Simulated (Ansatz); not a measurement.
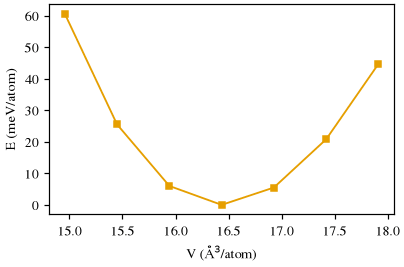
*YC (rock salt, space group No. 225) under volume change, plane-wave PAW PBE (Ansatz code), scaled uniformly.*

**Question.** What does a third-order Birch–Murnaghan fit give for V₀, B₀ and B′?

**Answer.** V₀ = 16.43 Å³/atom, B₀ = 124 GPa, B′ = 4.1.

Space group Fm-3m (rock salt). The start of the workflow was typed in or built on a structure type; the Crystallography Open Database copy checked does not list it. Its standing as an ambient phase is unchecked. The PBE relaxation kept the symmetry of its start; whether a distortion lowers the energy is not shown. The run is not spin-polarised.

Potentials: the later of the program's two PAW sets.
